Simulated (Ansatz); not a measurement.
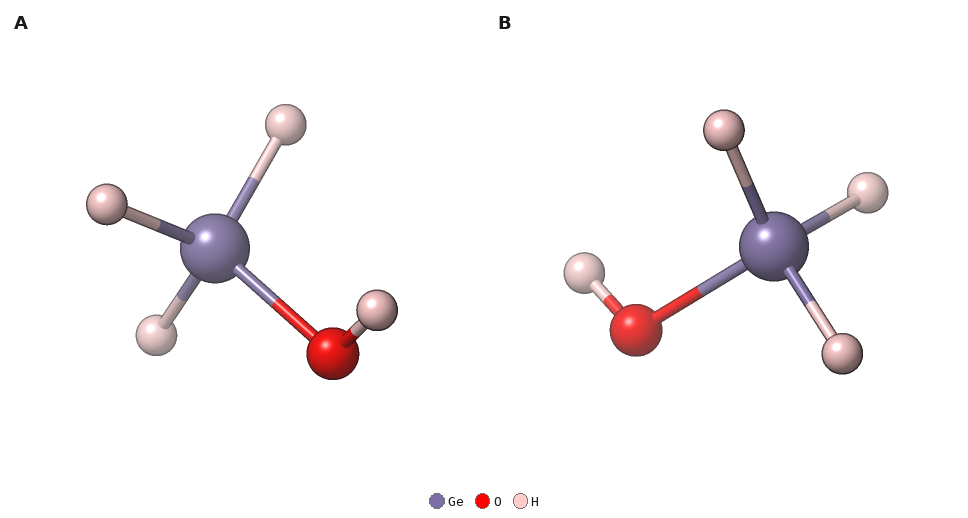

Depth is shown by fading: the farther an atom, the more it takes the colour of the background. Computed geometry: PBE0-D4/def2-TZVP optimisation.

Are A and B the same structure? If not, how do they differ?

Answer. Yes. They are the same structure, GeH4O, seen from two directions. With point group Cs it is achiral, so its mirror image would be the same too.
